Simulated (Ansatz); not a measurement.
hcp Be was calculated with PBE-D3(BJ) in Ansatz (plane waves, PAW).

Run with plane-wave cutoff 520 eV, 30×30×16 k mesh (along the axes of the cell as run), Fermi–Dirac smearing 0.05 eV, scalar-relativistic PAW data made under PBE.

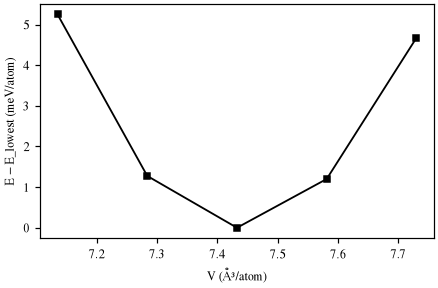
Figure. Total energy against volume

Question: From the curve, estimate the equilibrium volume and the bulk modulus.

Answer: V0 ≈ 7.4 Å³/atom and B0 ≈ 130 GPa; the fit gives V0 = 7.433 Å³/atom, B0 = 133 GPa, B′ = 3.3.

Shape and atoms are relaxed at each volume.

Measured, for comparison: bulk modulus 117 GPa (room temperature, no zero-point or thermal correction, our sources range from 97.2 to 117; as tabulated in arXiv:2410.04971). Computed (rounded) less measured: bulk modulus not scored (sources differ).

Note: the bulk modulus comes from volumes at which shape and atoms were relaxed.

Static lattice: no zero-point or thermal effects.

Cost on a shared machine: about 3 core-minutes (a rough figure).

Ansatz is an electronic-structure program.
